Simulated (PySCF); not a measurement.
Molecule: SMILES C[CH]NC(C)C (C5H12N), doublet. Atoms near the plane z = 0.6 Å, at the GFN2-xTB optimised geometry (x, y, z in Å): C2 (-0.6, -1.8, 1.2), N3 (-0.7, -0.4, 1.1), C4 (-0.1, 0.3, 0.0), C5 (-0.7, 1.7, 0.0), C6 (1.4, 0.3, 0.0), H10 (-0.8, -2.3, 0.2), H13 (-0.3, 2.3, 0.9), H14 (-1.8, 1.7, 0.0), H16 (1.8, -0.7, 0.0), H18 (1.8, 0.9, 0.9).

Calculation: unrestricted PBE0/def2-SVP (PySCF). The values are rescaled to run from 0 to 1.

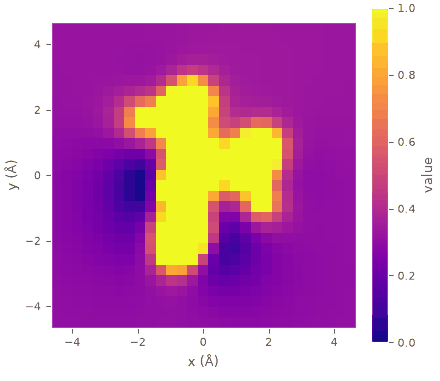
a field on the plane z = 0.6 Å.

**Question.** Which quantity is mapped?
A) deformation density (molecule minus spherical neutral atoms)
B) Laplacian of the electron density
C) an orbital amplitude
D) electrostatic potential

**Answer.** D, electrostatic potential. In full: electrostatic potential (hartree/e), clipped to [-0.08, 0.12].
